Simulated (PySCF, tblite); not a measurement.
# C6H10N2SSi: geometry, infrared bands and NMR shifts

Wanted: the infrared bands and NMR shifts of C6H10N2SSi (`C=Cc1cc(SC[SiH3])n[nH]1`), by calculation.

Computed with tblite 0.8.0 and PySCF 2.14.0, with density-fitted response routines of our own, on a single molecule in the gas phase. Atoms count from 0, in the outputs and in this text.

**1. The molecule as given**

20 atoms, charge 0, multiplicity 1; geometry from: force field or distance geometry start.

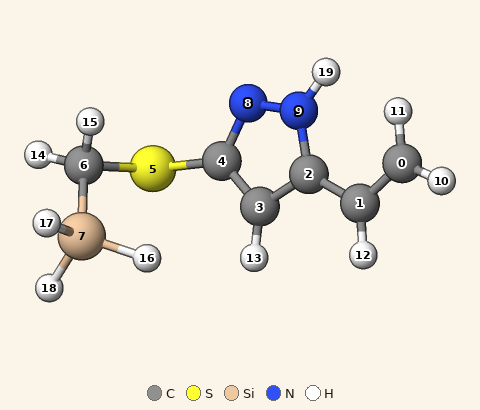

The starting geometry (carbon grey, sulfur yellow, silicon light orange, nitrogen blue, hydrogen white), atoms numbered.

**2. Relaxing the molecule with GFN2-xTB**

Job settings and geometry (Å):

```
{"job": {"kind": "relax", "xc": "GFN2-xTB", "basis": "xTB"}, "charge": 0, "multiplicity": 1}
C      3.779000    -1.110300    -0.448600
C      2.526900    -1.280500    -0.914800
C      1.584400    -0.196900    -0.673500
C      0.231800    -0.144500    -1.082300
C     -0.291900     1.050300    -0.645900
S     -1.914300     1.741700    -0.818700
C     -2.870900     1.287300     0.623400
Si    -3.149000    -0.530400     0.633900
N      0.731300     1.703300    -0.019900
N      1.825000     0.975600    -0.027300
H      4.544000    -1.872900    -0.576300
H      4.064100    -0.194000     0.075000
H      2.233000    -2.203300    -1.417000
H     -0.274100    -0.932300    -1.616100
H     -3.784900     1.912500     0.771600
H     -2.228500     1.540100     1.531600
H     -2.032600    -1.208200    -0.029200
H     -3.342600    -1.041400     2.011500
H     -4.363500    -0.784200    -0.197100
H      2.727800     1.298800     0.406800
```

The run is started by

```console
OMP_NUM_THREADS=1 python probes_run.py task.json out
```

This one command runs all jobs of the session in turn.

Standard output:

```text
step      E/eV     max force
  0    -780.63779    2.942
  1    -780.98493    1.121
  2    -781.08170    0.844
  3    -781.13181    0.614
  4    -781.17122    0.456
  5    -781.20169    0.436
  6    -781.22691    0.412
  7    -781.24254    0.325
  8    -781.25216    0.230
  9    -781.25823    0.163
 10    -781.26247    0.162
 11    -781.26610    0.153
 12    -781.27058    0.171
 13    -781.27537    0.193
 14    -781.27935    0.179
 15    -781.28238    0.189
 16    -781.28521    0.146
 17    -781.28829    0.165
 18    -781.29157    0.145
 19    -781.29473    0.177
 20    -781.29777    0.197
 21    -781.30082    0.162
 22    -781.30362    0.114
 23    -781.30599    0.090
 24    -781.30810    0.113
 25    -781.31015    0.105
 26    -781.31194    0.102
 27    -781.31327    0.096
 28    -781.31429    0.087
 29    -781.31538    0.084
 30    -781.31684    0.097
 31    -781.31848    0.098
 32    -781.31983    0.077
 33    -781.32074    0.066
 34    -781.32155    0.076
 35    -781.32268    0.098
 36    -781.32421    0.102
 37    -781.32593    0.119
 38    -781.32753    0.107
 39    -781.32902    0.089
 40    -781.33055    0.082
 41    -781.33210    0.077
 42    -781.33337    0.077
 43    -781.33436    0.078
 44    -781.33539    0.087
 45    -781.33670    0.095
 46    -781.33835    0.093
 47    -781.34030    0.126
 48    -781.34248    0.123
 49    -781.34472    0.108
 50    -781.34656    0.088
 51    -781.34774    0.074
 52    -781.34844    0.103
 53    -781.34934    0.093
 54    -781.35081    0.103
 55    -781.35234    0.087
 56    -781.35348    0.072
 57    -781.35420    0.063
 58    -781.35485    0.050
 59    -781.35562    0.057
 60    -781.35646    0.067
 61    -781.35727    0.069
 62    -781.35808    0.081
 63    -781.35901    0.079
 64    -781.36015    0.086
 65    -781.36147    0.098
 66    -781.36303    0.119
 67    -781.36517    0.140
 68    -781.36872    0.171
 69    -781.37385    0.244
 70    -781.38369    0.268
 71    -781.39347    0.241
 72    -781.39576    0.342
 73    -781.40379    0.182
 74    -781.40659    0.132
 75    -781.41033    0.103
 76    -781.41763    0.241
 77    -781.42128    0.167
 78    -781.42599    0.152
 79    -781.43272    0.258
 80    -781.43731    0.228
 81    -781.44501    0.244
 82    -781.45508    0.387
 83    -781.45707    0.414
 84    -781.46562    0.251
 85    -781.46950    0.221
 86    -781.47385    0.200
 87    -781.47909    0.123
 88    -781.48122    0.121
 89    -781.48313    0.150
 90    -781.48589    0.124
 91    -781.48714    0.171
 92    -781.48853    0.085
 93    -781.48967    0.091
 94    -781.49115    0.105
 95    -781.49353    0.124
 96    -781.49557    0.146
 97    -781.49764    0.147
 98    -781.49963    0.128
 99    -781.50124    0.079
100    -781.50240    0.068
101    -781.50304    0.097
102    -781.50371    0.061
103    -781.50446    0.054
104    -781.50558    0.074
105    -781.50624    0.080
106    -781.50721    0.073
107    -781.50831    0.061
108    -781.50915    0.045
109    -781.50972    0.044
110    -781.51012    0.055
111    -781.51041    0.039
112    -781.51063    0.032
113    -781.51081    0.035
114    -781.51097    0.033
115    -781.51113    0.028
116    -781.51126    0.030
117    -781.51136    0.026
118    -781.51144    0.022
119    -781.51153    0.027
120    -781.51162    0.029
121    -781.51171    0.024
122    -781.51181    0.025
123    -781.51192    0.022
124    -781.51202    0.024
125    -781.51211    0.020
126    -781.51219    0.019
127    -781.51228    0.017
128    -781.51238    0.022
129    -781.51250    0.026
130    -781.51266    0.030
131    -781.51287    0.028
132    -781.51310    0.024
133    -781.51330    0.025
134    -781.51345    0.026
135    -781.51359    0.025
136    -781.51376    0.025
137    -781.51395    0.026
138    -781.51413    0.035
139    -781.51431    0.036
140    -781.51449    0.034
141    -781.51467    0.031
142    -781.51483    0.030
143    -781.51491    0.028
144    -781.51500    0.026
145    -781.51509    0.023
146    -781.51521    0.024
147    -781.51533    0.032
148    -781.51547    0.034
149    -781.51558    0.024
150    -781.51567    0.022
151    -781.51576    0.027
152    -781.51585    0.025
153    -781.51602    0.031
154    -781.51618    0.032
155    -781.51641    0.032
156    -781.51668    0.043
157    -781.51696    0.048
158    -781.51720    0.037
159    -781.51740    0.038
160    -781.51756    0.036
161    -781.51768    0.029
162    -781.51779    0.035
163    -781.51791    0.023
164    -781.51809    0.028
165    -781.51818    0.026
166    -781.51833    0.027
167    -781.51843    0.023
168    -781.51850    0.017
169    -781.51855    0.015
170    -781.51860    0.015
171    -781.51863    0.012
172    -781.51866    0.010
173    -781.51869    0.011
174    -781.51873    0.014
175    -781.51878    0.016
176    -781.51884    0.016
177    -781.51891    0.020
178    -781.51897    0.017
179    -781.51902    0.018
180    -781.51907    0.017
181    -781.51914    0.024
182    -781.51925    0.032
183    -781.51939    0.038
184    -781.51956    0.037
185    -781.51976    0.032
186    -781.52000    0.028
187    -781.52025    0.035
188    -781.52048    0.044
189    -781.52070    0.048
190    -781.52078    0.042
191    -781.52090    0.021
192    -781.52097    0.010
```

It took 3.2 s on 1 thread of Arm Neoverse N1, shared host; peak memory 0.18 GiB.

The steps of the relaxation: (not every step is listed)

| step | energy from step 0 (eV) | largest force (eV/Å) |
| --- | --- | --- |
| 0 | 0.0000 | 2.9422 |
| 1 | -0.3471 | 1.1206 |
| 2 | -0.4439 | 0.8440 |
| 3 | -0.4940 | 0.6145 |
| 4 | -0.5334 | 0.4560 |
| 5 | -0.5639 | 0.4356 |
| 6 | -0.5891 | 0.4119 |
| 7 | -0.6047 | 0.3252 |
| 8 | -0.6144 | 0.2300 |
| 25 | -0.6724 | 0.1051 |
| 42 | -0.6956 | 0.0767 |
| 59 | -0.7178 | 0.0572 |
| 76 | -0.7798 | 0.2414 |
| 93 | -0.8519 | 0.0915 |
| 110 | -0.8723 | 0.0550 |
| 127 | -0.8745 | 0.0170 |
| 144 | -0.8772 | 0.0263 |
| 161 | -0.8799 | 0.0293 |
| 178 | -0.8812 | 0.0171 |
| 187 | -0.8825 | 0.0349 |
| 188 | -0.8827 | 0.0438 |
| 189 | -0.8829 | 0.0475 |
| 190 | -0.8830 | 0.0415 |
| 191 | -0.8831 | 0.0209 |
| 192 | -0.8832 | 0.0098 |

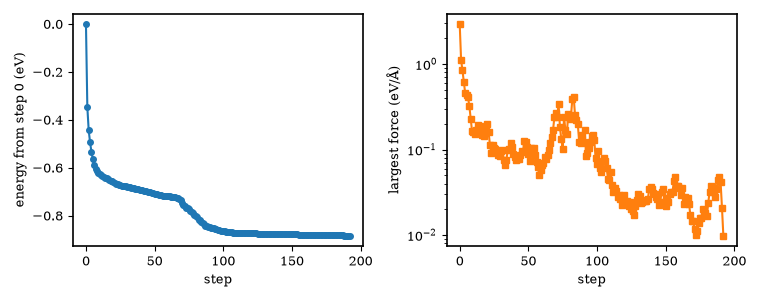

Energy and force, step by step.

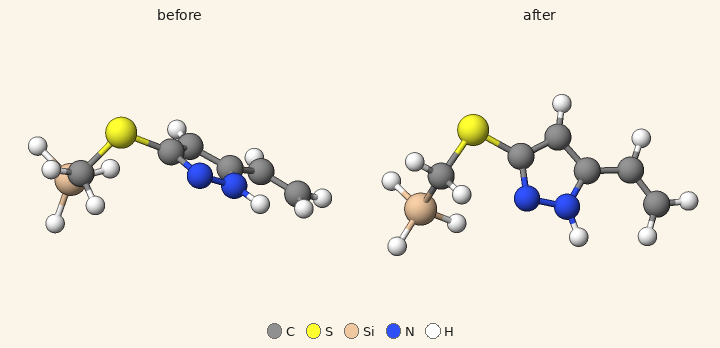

Before and after, at one scale.

Close pairs (by a distance rule), those that changed most:

| bond | before (Å) | after (Å) | change (Å) |
| --- | --- | --- | --- |
| C6–Si7 | 1.839 | 1.904 | +0.065 |
| C6–H15 | 1.141 | 1.087 | -0.054 |
| N9–H19 | 1.053 | 1.006 | -0.046 |
| C4–N8 | 1.366 | 1.326 | -0.039 |
| C4–S5 | 1.772 | 1.739 | -0.033 |
| S5–C6 | 1.789 | 1.821 | +0.031 |
| C3–C4 | 1.376 | 1.406 | +0.030 |
| Si7–H18 | 1.493 | 1.464 | -0.029 |

The final coordinates are the input of the step that follows.

**3. Harmonic vibrations with GFN2-xTB**

Job settings and geometry (Å):

```
{"job": {"kind": "ir", "xc": "GFN2-xTB", "basis": "xTB"}, "charge": 0, "multiplicity": 1}
C      3.905774    -0.999787    -0.444193
C      2.902458    -0.761464    -1.282522
C      1.605413    -0.250258    -0.918627
C      0.506253     0.010755    -1.720126
C     -0.479853     0.487207    -0.838914
S     -2.085436     0.998506    -1.267365
C     -2.752840     1.366078     0.386088
Si    -3.171037    -0.242404     1.315203
N     -0.027302     0.522962     0.407369
N      1.227971     0.073847     0.343798
H      4.845900    -1.386591    -0.795139
H      3.834828    -0.822342     0.616023
H      3.020100    -0.953836    -2.340145
H      0.413979    -0.117278    -2.777836
H     -3.637739     1.971513     0.200047
H     -2.011458     1.976302     0.894740
H     -1.999205    -1.106002     1.407356
H     -3.639185     0.148538     2.646663
H     -4.236290    -0.913078     0.567371
H      1.772519     0.008009     1.187479
```

Standard output:

```text
mode    cm-1     km/mol
  1      39.0      0.40
  2      57.3      0.72
  3      70.0      0.32
  4      83.3      0.41
  5     138.9      1.41
  6     156.0      3.14
  7     184.0      1.69
  8     225.9      0.97
  9     294.1      0.09
 10     301.5      1.98
 11     438.5      1.30
 12     501.1     24.99
 13     507.6      7.79
 14     519.7     16.71
 15     536.0     28.77
 16     576.2     26.94
 17     631.6     19.86
 18     681.9      1.53
 19     686.5     26.18
 20     704.2      0.23
 21     729.1      9.95
 22     765.0    218.79
 23     779.9    142.73
 24     785.3    359.54
 25     789.2     41.18
 26     794.1     81.35
 27     880.8     16.07
 28     956.9     38.07
 29     987.4      7.16
 30    1006.3     18.17
 31    1037.5      1.07
 32    1074.5     13.41
 33    1076.0      9.35
 34    1156.6     26.21
 35    1173.3      1.27
 36    1246.7     54.81
 37    1278.1      0.10
 38    1368.6     13.92
 39    1377.4     88.09
 40    1410.5      3.64
 41    1413.2      2.10
 42    1451.3     46.80
 43    1526.6      4.50
 44    1671.9     15.36
 45    2255.9    336.58
 46    2264.1    279.76
 47    2310.8    215.65
 48    3004.9     14.99
 49    3012.6      6.53
 50    3074.2     13.40
 51    3106.9     26.42
 52    3139.0     32.46
 53    3197.4      8.18
 54    3472.5     19.74
```

It took 1.8 s on 1 thread of Arm Neoverse N1, shared host; peak memory 0.18 GiB.

The strongest bands and the atoms that carry them (share of the mass-weighted mode):

| cm⁻¹ | km/mol | atoms |
| --- | --- | --- |
| 765 | 218.8 | H17 40 %, H18 25 %, C6 12 % |
| 780 | 142.7 | H16 44 %, H18 28 %, C6 11 % |
| 785 | 359.5 | Si7 20 %, H16 18 %, H17 18 %, H18 17 % |
| 794 | 81.3 | C6 27 %, H16 20 %, H17 19 %, H18 18 % |
| 1377 | 88.1 | C4 47 %, C3 25 % |
| 2256 | 336.6 | H17 95 % |
| 2264 | 279.8 | H18 95 % |
| 2311 | 215.7 | H16 97 % |

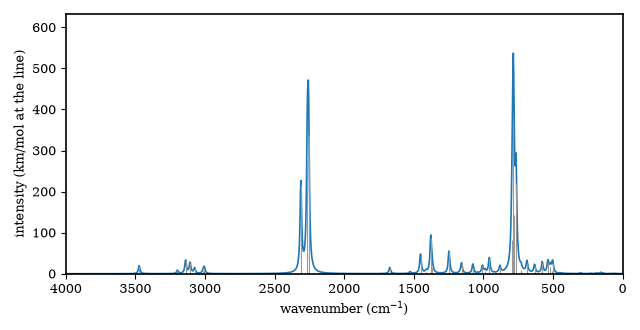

The infrared spectrum from these modes, unscaled. Lines are broadened to a width of 14 cm⁻¹ (Lorentzian).

**4. Nuclear shieldings: PBE0/pcSseg-1**

Settings changed since step 3:

```diff
@@ -1,2 +1,2 @@
-{"job": {"kind": "ir", "xc": "GFN2-xTB", "basis": "xTB"}, "charge": 0, "multiplicity": 1}
+{"job": {"kind": "nmr", "xc": "PBE0", "basis": "pcSseg-1"}, "charge": 0, "multiplicity": 1}
 C      3.905774    -0.999787    -0.444193
```

Level: GIAO PBE0/pcSseg-1 NMR shielding, non-relativistic, gas phase.

Standard output:

```text
coarse grid: 18088 points
cycle   1  E = -1030.9548357500  dE =  1.634e+00  |g| = 4.265e-01  |ddm| = 4.418e+00
cycle   2  E = -1030.9426025124  dE =  1.223e-02  |g| = 5.057e-01  |ddm| = 8.773e-01
cycle   3  E = -1031.0001603351  dE = -5.756e-02  |g| = 1.189e-01  |ddm| = 4.659e-01
cycle   4  E = -1031.0028420453  dE = -2.682e-03  |g| = 4.575e-02  |ddm| = 1.228e-01
cycle   5  E = -1031.0032943738  dE = -4.523e-04  |g| = 1.475e-02  |ddm| = 4.897e-02
cycle   6  E = -1031.0033432301  dE = -4.886e-05  |g| = 4.435e-03  |ddm| = 1.809e-02
cycle   7  E = -1031.0033470934  dE = -3.863e-06  |g| = 2.065e-03  |ddm| = 5.892e-03
final grid: 166624 points
cycle   8  E = -1031.0614000877  dE = -3.779e-05  |g| = 9.709e-03  |ddm| = 4.474e-02
cycle   9  E = -1031.0613842831  dE =  1.580e-05  |g| = 1.249e-02  |ddm| = 2.117e-02
cycle  10  E = -1031.0614230680  dE = -3.878e-05  |g| = 1.971e-03  |ddm| = 1.307e-02
cycle  11  E = -1031.0614239865  dE = -9.184e-07  |g| = 3.646e-04  |ddm| = 1.913e-03
cycle  12  E = -1031.0614240152  dE = -2.870e-08  |g| = 1.184e-04  |ddm| = 4.777e-04
cycle  13  E = -1031.0614240185  dE = -3.369e-09  |g| = 3.520e-05  |ddm| = 1.471e-04
cycle  14  E = -1031.0614240188  dE = -2.829e-10  |g| = 1.504e-05  |ddm| = 4.861e-05
converged SCF energy = -1031.0614240188

GIAO shielding tensors (ppm)
atom      isotropic    diamagn.    paramagn.     s11        s22        s33       span
  0 C       70.963     253.794    -182.831    -36.744     78.549    171.086    207.830
  1 C       54.448     250.504    -196.056    -63.676     66.218    160.802    224.478
  2 C       40.414     253.778    -213.365    -20.485     15.237    126.490    146.975
  3 C       76.507     257.010    -180.503      9.937     71.892    147.693    137.756
  4 C       32.839     260.108    -227.269    -41.072     23.395    116.195    157.267
  5 S      512.836    1057.484    -544.648    350.011    450.701    737.796    387.785
  6 C      174.730     255.024     -80.294    163.492    171.405    189.294     25.803
  7 Si     423.917     879.100    -455.183    392.574    414.263    464.913     72.339
  8 N      -56.548     327.562    -384.111   -282.715    -62.010    175.081    457.796
  9 N       60.288     329.589    -269.300    -45.988     88.190    138.663    184.651
 10 H       26.247      25.425       0.822     24.345     24.730     29.666      5.321
 11 H       26.025      32.154      -6.129     23.672     23.808     30.595      6.923
 12 H       24.941      28.414      -3.473     21.794     24.364     28.665      6.871
 13 H       25.613      34.027      -8.414     22.352     25.802     28.685      6.332
 14 H       29.956      28.996       0.960     24.012     27.726     38.129     14.118
 15 H       28.800      32.549      -3.749     23.609     27.428     35.363     11.755
 16 H       27.743      29.420      -1.676     22.356     29.833     31.040      8.684
 17 H       27.625      28.445      -0.820     24.091     24.780     34.004      9.913
 18 H       27.953      28.728      -0.776     24.381     25.929     33.548      9.167
 19 H       22.133      36.221     -14.089     15.594     23.863     26.941     11.348
```

Wall time 2.2 min (1 thread of Arm Neoverse N1, shared host); peak memory 1 GiB.

The references, computed at this level on geometries of the same kind, shield at (ppm): ¹H TMS 31.72, ¹³C TMS 186.9, ²⁹Si TMS 349.2, ¹⁵N NH3 267.7, ³³S CS2 504. Their shielding less the atom's gives the shift. The references are single molecules in the gas phase, so shifts against H2O, NH3, PH3, H3PO4 or CFCl3 are not on the usual liquid scales and can be off by tens of ppm. Atoms listed in one row are averaged.

| atoms | environment | σ (ppm) | δ (ppm) | δ scaled to CDCl3 |
| --- | --- | --- | --- | --- |
| C4 | aromatic carbon bearing sulfur | 32.8 | 154.1 | 144.1 |
| C2 | substituted aromatic carbon next to a ring nitrogen | 40.4 | 146.5 | 141.1 |
| C1 | alkene CH | 54.4 | 132.5 | 127.4 |
| C0 | terminal =CH2 carbon | 71.0 | 116.0 | 111.3 |
| C3 | aromatic CH | 76.5 | 110.4 | 105.9 |
| C6 | sp3 CH2 bonded to S and Si | 174.7 | 12.2 | 5.6 |
| H19 | hydrogen on a pyrrole-type ring nitrogen | 22.13 | 9.58 | – |
| H12 | hydrogen on an alkene CH | 24.94 | 6.78 | 6.49 |
| H13 | hydrogen on an aromatic CH | 25.61 | 6.10 | 5.86 |
| H11 | hydrogen on a terminal =CH2 carbon | 26.02 | 5.69 | 5.47 |
| H10 | hydrogen on a terminal =CH2 carbon | 26.25 | 5.47 | 5.26 |
| H16, H17, H18 | hydrogen on a silicon bonded to C | 27.77 | 3.94 | – |
| H14, H15 | hydrogen on an sp3 CH2 bonded to S and Si | 29.38 | 2.34 | 2.31 |
| S5 | sulfide sulfur | 513 | -9 | – |
| Si7 | silicon bonded to C, 3 H | 423.9 | -74.8 | – |
| N8 | pyridine-type nitrogen of an azole | -56.5 | 324.3 | – |
| N9 | pyrrole-type ring nitrogen | 60.3 | 207.4 | – |

The scaled column applies a straight-line fit of computed shieldings to shifts measured in CDCl3, with any fitted terms for Cl, Br or S neighbours (root-mean-square error 0.16 ppm for H, 1.9 ppm for C).

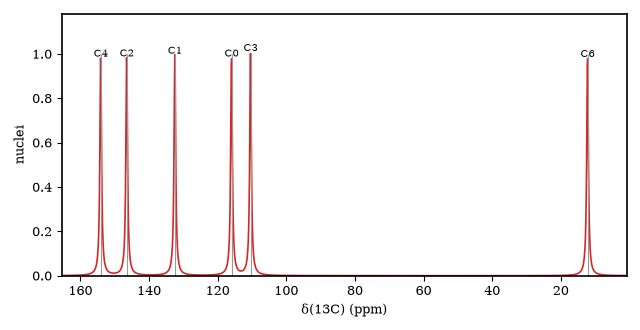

¹³C lines at the computed shifts, without couplings. Lines are broadened to a width of 0.57 ppm (Lorentzian).

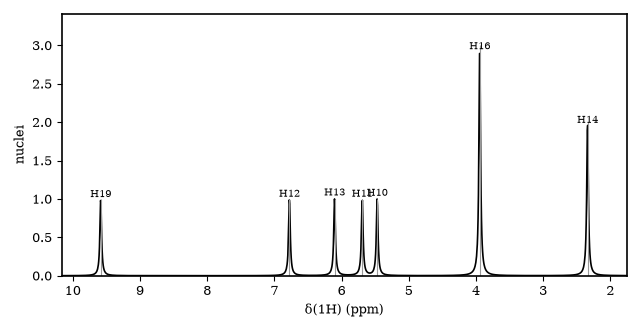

¹H lines at the computed shifts, without couplings. Lines are broadened to a width of 0.03 ppm (Lorentzian).

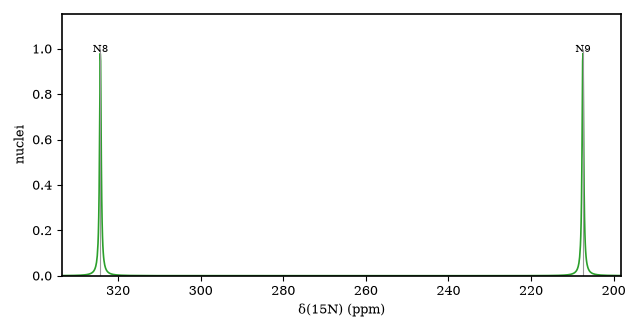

¹⁵N lines at the computed shifts, without couplings. Lines are broadened to a width of 0.47 ppm (Lorentzian).

Charges from the same density, by scheme (e):

| atoms | Mulliken | IAO | Hirshfeld | ESP fit |
| --- | --- | --- | --- | --- |
| C0 | -0.12 | -0.32 | -0.10 | -0.45 |
| C1 | -0.13 | -0.15 | -0.04 | -0.21 |
| C2 | 0.26 | 0.06 | 0.03 | 0.29 |
| C3 | -0.21 | -0.25 | -0.10 | -0.58 |
| C4 | 0.02 | -0.04 | 0.00 | 0.38 |
| S5 | 0.09 | 0.17 | 0.02 | -0.19 |
| C6 | -0.60 | -0.62 | -0.16 | -0.32 |
| Si7 | 0.54 | 0.61 | 0.29 | 0.31 |
| N8 | -0.27 | -0.27 | -0.13 | -0.37 |
| N9 | -0.31 | -0.12 | -0.02 | -0.11 |

IAO charges:

C0 -0.32; C1 -0.15; C2 0.06; C3 -0.25; C4 -0.04; S5 0.17; C6 -0.62; Si7 0.61; N8 -0.27; N9 -0.12; H10 0.16; H11 0.14; H12 0.16; H13 0.17; H14 0.17; H15 0.17; H16 -0.10; H17 -0.13; H18 -0.12; H19 0.30

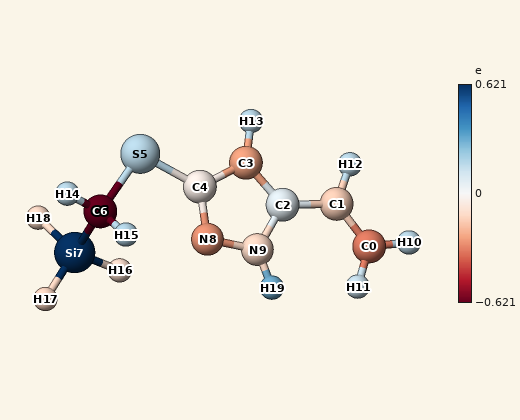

IAO charges, as colours on the atoms.

Mayer bond orders: C0–C1 1.91, C1–C2 1.08, C2–C3 1.36, C3–C4 1.28, C4–S5 1.02, S5–C6 0.98, C6–Si7 0.86, C4–N8 1.45, N8–N9 1.20, N9–C2 1.10.

Ring of atoms C2, C3, C4, N8, N9: NICS(0) -11.0, NICS(1) -10.3, NICS(1)zz -25.2 ppm (means of both faces).

Orbitals, density, ELF and potential are computed afterwards from the orbital file.

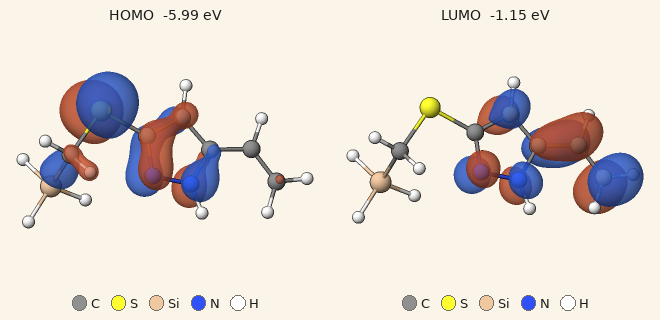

PBE0/pcSseg-1 orbitals near the gap, drawn at the value that encloses 70 % of each; the two colours are the two signs.

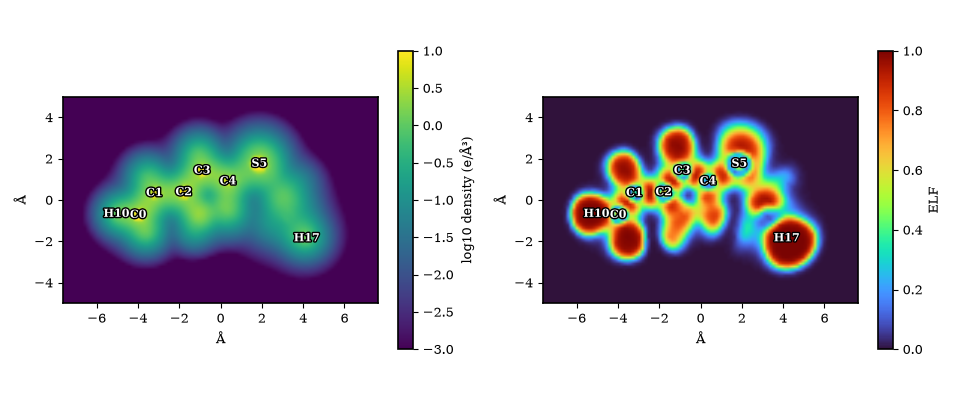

Density (left) and ELF (right) in a plane through or near 8 of the atoms.

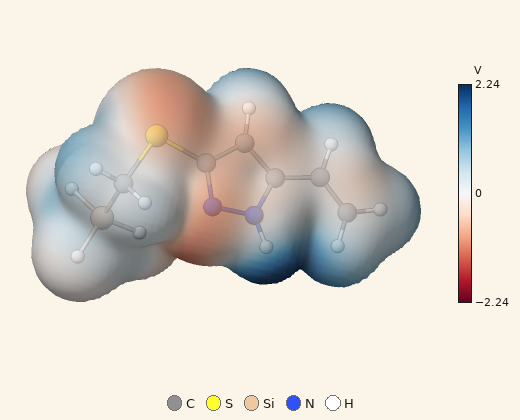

The potential that a unit positive charge feels on the 0.002 e/bohr³ surface, from -1.04 V near N8 to 2.24 V near H19.

**5. Results**

| quantity | value |
| --- | --- |
| strongest single infrared mode (GFN2-xTB) | 785 cm⁻¹, 360 km/mol |
| zero-point energy (GFN2-xTB) | 89.9 kcal/mol |
| ¹³C shifts against TMS (PBE0/pcSseg-1) | 154.1, 146.5, 132.5, 116.0, 110.4, 12.2 ppm |
| ¹H shifts against TMS (PBE0/pcSseg-1, means over atoms taken as alike) | 9.58, 6.78, 6.10, 5.69, 5.47, 3.94, 2.34 ppm |
| ³³S shifts against CS2 (PBE0/pcSseg-1) | -9 ppm |
| ²⁹Si shifts against TMS (PBE0/pcSseg-1) | -74.8 ppm |
| ¹⁵N shifts against NH3 (PBE0/pcSseg-1) | 324.3, 207.4 ppm |
| surface potential, least and greatest | -1.04 V and 2.24 V |

The optimisation took 192 steps and gained 0.883 eV; among the close pairs (by a distance rule), C6–Si7 changed most, from 1.839 to 1.904 Å. No mode is imaginary among the 54: a minimum at this level. Unscaled tight-binding wavenumbers are off by several per cent, some by more. Its intensities can rank the bands wrongly. At PBE0/pcSseg-1: Shielding is most anisotropic at N8 (span 458 ppm, paramagnetic term -384 ppm). NICS(1)zz of -25 ppm above the planar ring from C2 marks a diatropic (aromatic) ring current. At PBE0/pcSseg-1, counted by nearest atom on the grid, the HOMO lies on S5 51 %; N8, N9 about 10 % each, the LUMO on C0 23 %; C1 18 %.
